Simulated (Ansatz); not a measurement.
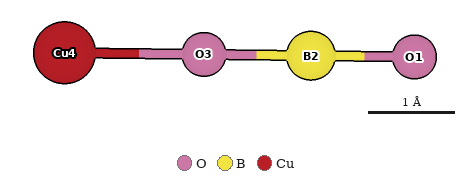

Fig. 1: The starting structure (ball-and-stick view, seen on its broad side; atoms are numbered from 1 in the order of the input). Sticks mark near contacts.

## CuBO2 (charge −1): geometry relaxation

CuBO2, charge −1, multiplicity 2, computed with UKS PBE-D4/def2-SVPD (Ansatz 0.2.0).

The geometry comes from this level: GFN2-xTB. Figures and captions count atoms from 1; the log counts them from 0 in places.

## Output
```
The last accepted step is kept in [file] (removed where the run ends without a failure and the disk answers)
Engine: ansatz 0.2.0, aarch64-unknown-linux-gnu
Functional definition: PBE
  parameter kappa = 0.804
  parameter beta = 0.06672455060314922
  exchange = pbe_x(kappa = kappa, mu = beta*pi^2/3)
  correlation = pbe_c(beta = beta)
929 factors; their error is unknown
mean field evaluation 1: about -49336.8273 eV, gradient 1.4e2 eV
mean field evaluation 2: about -48913.7617 eV, gradient 2.1e2 eV
mean field evaluation 4: about -49113.2178 eV, gradient 2.5e2 eV
mean field evaluation 8: about -49393.3102 eV, gradient 1.2e0 eV
mean field evaluation 16: about -49393.3010 eV, gradient 2.5e-5 eV
mean field -49393.30104767 eV, -1815.1703335200 hartree, gradient 2.5e-5 eV, S^2 0.752665; 0 other end points of the search recorded, 0 dependent functions left out
the calculation of the forces begins
reference -49393.30108911 eV, -1815.1703350430 hartree; 26, 25 occupied and 74, 75 virtual orbitals, 929 factors
relax step   1: F+E_penalty+E_count = -49393.39029521 eV  Δ(F+E_penalty+E_count) = +0.000e0 eV  max|allowed force component| = 5.242e0 eV/Å  Δτ_max = 0.0000 Å  (60 SCF iters, accepted)
these checks for a lower state are left out or cut short: starts, cluster_reference, orbital_swaps, neighbouring_geometries, increment
929 factors; their error is unknown
mean field -49393.64895706 eV, -1815.1831189541 hartree, gradient 2.4e-5 eV, S^2 0.752727; 0 other end points of the search recorded, 0 dependent functions left out
the calculation of the forces begins
reference -49393.64899839 eV, -1815.1831204732 hartree; 26, 25 occupied and 74, 75 virtual orbitals, 929 factors
relax step   2: F+E_penalty+E_count = -49393.73667797 eV  Δ(F+E_penalty+E_count) = -3.464e-1 eV  max|allowed force component| = 2.998e0 eV/Å  Δτ_max = 0.0681 Å  (36 SCF iters, accepted)
these checks for a lower state are left out or cut short: starts, cluster_reference, orbital_swaps, neighbouring_geometries, increment
929 factors; their error is unknown
mean field evaluation 32: about -49393.8710 eV, gradient 1.3e-5 eV
mean field -49393.87103648 eV, -1815.1912802225 hartree, gradient 1.3e-5 eV, S^2 0.752778; 0 other end points of the search recorded, 0 dependent functions left out
the calculation of the forces begins
reference -49393.87107782 eV, -1815.1912817414 hartree; 26, 25 occupied and 74, 75 virtual orbitals, 929 factors
relax step   3: F+E_penalty+E_count = -49393.95679006 eV  Δ(F+E_penalty+E_count) = -2.201e-1 eV  max|allowed force component| = 4.192e-1 eV/Å  Δτ_max = 0.1107 Å  (41 SCF iters, accepted)
these checks for a lower state are left out or cut short: starts, cluster_reference, orbital_swaps, neighbouring_geometries, increment
929 factors; their error is unknown
mean field -49393.87840197 eV, -1815.1915508991 hartree, gradient 1.8e-5 eV, S^2 0.752768; 0 other end points of the search recorded, 0 dependent functions left out
the calculation of the forces begins
reference -49393.87844328 eV, -1815.1915524173 hartree; 26, 25 occupied and 74, 75 virtual orbitals, 929 factors
relax step   4: F+E_penalty+E_count = -49393.96370104 eV  Δ(F+E_penalty+E_count) = -6.911e-3 eV  max|allowed force component| = 3.939e-2 eV/Å  Δτ_max = 0.0275 Å  (36 SCF iters, accepted)
these checks for a lower state are left out or cut short: starts, cluster_reference, orbital_swaps, neighbouring_geometries, increment
929 factors; their error is unknown
mean field -49393.87837473 eV, -1815.1915498981 hartree, gradient 1.5e-5 eV, S^2 0.752770; 0 other end points of the search recorded, 0 dependent functions left out
the calculation of the forces begins
reference -49393.87841606 eV, -1815.1915514168 hartree; 26, 25 occupied and 74, 75 virtual orbitals, 929 factors
relax step   5: F+E_penalty+E_count = -49393.96367788 eV  Δ(F+E_penalty+E_count) = +2.316e-5 eV  max|allowed force component| = 9.989e-2 eV/Å  Δτ_max = 0.0009 Å  (38 SCF iters, rejected (line search))
these checks for a lower state are left out or cut short: starts, cluster_reference, orbital_swaps, neighbouring_geometries, increment
929 factors; their error is unknown
mean field -49393.87841527 eV, -1815.1915513878 hartree, gradient 6.3e-5 eV, S^2 0.752769; 0 other end points of the search recorded, 0 dependent functions left out
the calculation of the forces begins
reference -49393.87845658 eV, -1815.1915529061 hartree; 26, 25 occupied and 74, 75 virtual orbitals, 929 factors
relax step   6: F+E_penalty+E_count = -49393.96371697 eV  Δ(F+E_penalty+E_count) = -1.593e-5 eV  max|allowed force component| = 9.131e-3 eV/Å  Δτ_max = 0.0005 Å  (24 SCF iters, accepted)
929 factors; their error is unknown
mean field evaluation 64: about -49387.0960 eV, gradient 3.5e1 eV
mean field evaluation 96: about -49392.8353 eV, gradient 4.8e0 eV
```

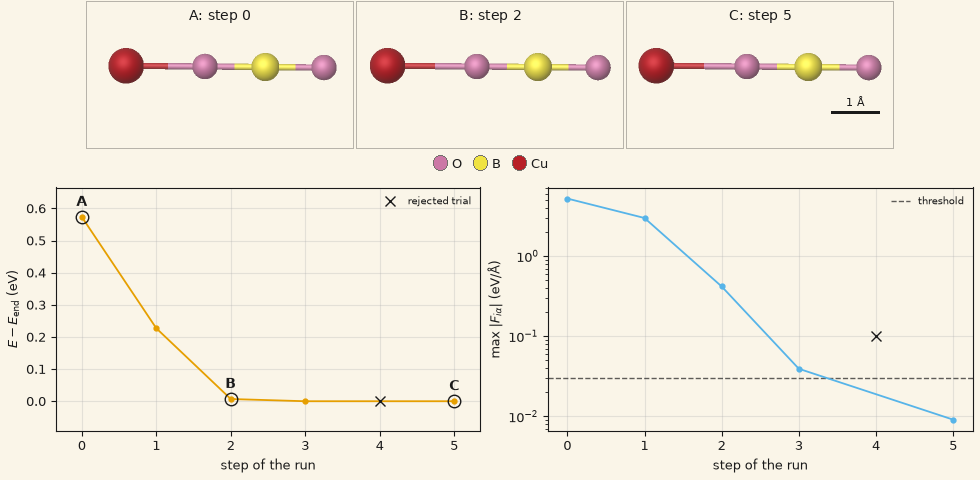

Fig. 2: Frames of the relaxation (ball-and-stick view, seen at an oblique angle) above the curves, on which the letters mark them (the first geometry is step 0 here and step 1 in the log).

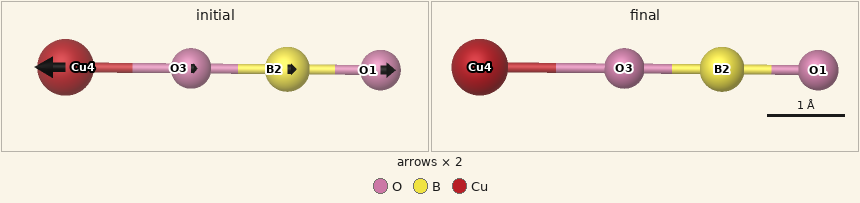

Fig. 3: Before (left) and after (right) the relaxation, at one scale (ball-and-stick view, seen at an oblique angle). The black arrows give the displacements, magnified 2 times. The largest move after the best rigid fit is that of Cu4, 0.21 Å. By element the largest moves are Cu 0.21 Å, O 0.10 Å, B 0.06 Å. Among the contacts that change: O3–Cu4 1.643 → 1.892 Å, O1–B2 1.220 → 1.258 Å, B2–O3 1.261 → 1.279 Å. After 5 geometry steps the energy has fallen by 0.573 eV. The largest force component goes from 5.2 to 0.0091 eV/Å. The line search rejected the trial step at point 4 (counted from 0) and went back. (Atoms are counted from 1 in the order of the input.)

```
mean field -49393.87841527 eV, -1815.1915513878 hartree, gradient 6.3e-5 eV, S^2 0.752769; 6 other end points of the search recorded, 0 dependent functions left out
the calculation of the forces begins
reference -49393.87845658 eV, -1815.1915529061 hartree; 26, 25 occupied and 74, 75 virtual orbitals, 929 factors
Total energy: -49393.96375829 eV, -1815.1946876860 hartree
Atom 0 at     0.000000     0.000000    -2.056348 Å, force     0.000000     0.000000     0.001881 eV/Å
Atom 1 at    -0.000000    -0.000000    -0.798063 Å, force     0.000000     0.000000    -0.000298 eV/Å
Atom 2 at    -0.000000     0.000000     0.481322 Å, force    -0.000000    -0.000000     0.007547 eV/Å
Atom 3 at     0.000000    -0.000000     2.373079 Å, force     0.000000     0.000000    -0.009131 eV/Å
Dipole moment:     0.000000    -0.000000     0.527466 e Å
```

## Trajectory as extended XYZ (Å, eV, eV/Å), 6 frames, from step=1 to step=6
```
4
Properties=species:S:1:pos:R:3:forces:R:3 step=1 energy=-49393.39029
O     0.0000    0.0000   -1.9558    0.0000   0.0000  -2.8499
B     0.0000    0.0000   -0.7361    0.0000   0.0000   1.2046
O     0.0000    0.0000    0.5246    0.0000   0.0000  -3.5968
Cu    0.0000    0.0000    2.1673    0.0000   0.0000   5.2422
4
Properties=species:S:1:pos:R:3:forces:R:3 step=2 energy=-49393.73668
O     0.0000    0.0000   -2.0032    0.0000   0.0000  -0.6042
B     0.0000    0.0000   -0.7552    0.0000   0.0000   0.3346
O     0.0000    0.0000    0.5231    0.0000   0.0000  -2.7289
Cu    0.0000    0.0000    2.2354    0.0000   0.0000   2.9985
4
Properties=species:S:1:pos:R:3:forces:R:3 step=3 energy=-49393.95679
O     0.0000    0.0000   -2.0411    0.0000   0.0000  -0.4192
B     0.0000    0.0000   -0.7889    0.0000   0.0000  -0.0308
O     0.0000    0.0000    0.4839    0.0000   0.0000   0.1469
Cu    0.0000    0.0000    2.3461    0.0000   0.0000   0.3031
4
Properties=species:S:1:pos:R:3:forces:R:3 step=4 energy=-49393.96370
O     0.0000    0.0000   -2.0564    0.0000   0.0000   0.0053
B     0.0000    0.0000   -0.7981    0.0000   0.0000  -0.0275
O     0.0000    0.0000    0.4809    0.0000   0.0000   0.0394
Cu    0.0000    0.0000    2.3735    0.0000   0.0000  -0.0172
4
Properties=species:S:1:pos:R:3:forces:R:3 step=5 energy=-49393.96368 accepted=F
O     0.0000    0.0000   -2.0560    0.0000   0.0000  -0.0448
B     0.0000    0.0000   -0.7985    0.0000   0.0000   0.0999
O     0.0000    0.0000    0.4819    0.0000   0.0000  -0.0548
Cu    0.0000    0.0000    2.3726    0.0000   0.0000  -0.0003
4
Properties=species:S:1:pos:R:3:forces:R:3 step=6 energy=-49393.96372
O     0.0000    0.0000   -2.0563    0.0000   0.0000   0.0019
B     0.0000    0.0000   -0.7981    0.0000   0.0000  -0.0003
O     0.0000    0.0000    0.4813    0.0000   0.0000   0.0075
Cu    0.0000    0.0000    2.3731    0.0000   0.0000  -0.0091
```

This output came from the following input.

## The input
```yaml
crystal:
  periodic: [false, false, false]
  atoms:
    - { symbol: O, position_ang: [0.0, 0.0, -1.95581] }
    - { symbol: B, position_ang: [0.0, 0.0, -0.73609] }
    - { symbol: O, position_ang: [0.0, 0.0, 0.52459] }
    - { symbol: Cu, position_ang: [0.0, 0.0, 2.1673] }
magnetization:
  spin_polarized: true
  initial_magnetization: 1
total_charge: -1
basis:
  gaussian: { orbitals: def2-SVPD }
hamiltonian:
  xc: pbe
  dispersion: d4
relax:
  f_tol: 0.03
  max_steps: 200
```

Launch command:
```bash
ansatz run input.yaml --threads 4 --pin off --max-ram 10240MiB --backend cpu --events-out ev --progress --plain --runs-dir out
```

## Key numbers

```json
{"quantity": "outcome", "value": "converged"}
{"quantity": "total energy", "value": "−49393.9638 eV"}
{"quantity": "mean-field energy", "value": "−49393.8785 eV"}
{"quantity": "⟨S²⟩", "value": "0.753"}
{"quantity": "SCF solution under orbital rotations", "value": "stable"}
{"quantity": "largest force (length of the vector) at the end", "value": "0.009 eV/Å"}
{"quantity": "hardware", "value": "4 threads of Arm Neoverse N1, 98 GiB of memory available, shared host"}
{"quantity": "wall time", "value": "20 s (CPU time 76 s)"}
{"quantity": "peak memory", "value": "0.22 GiB"}
```
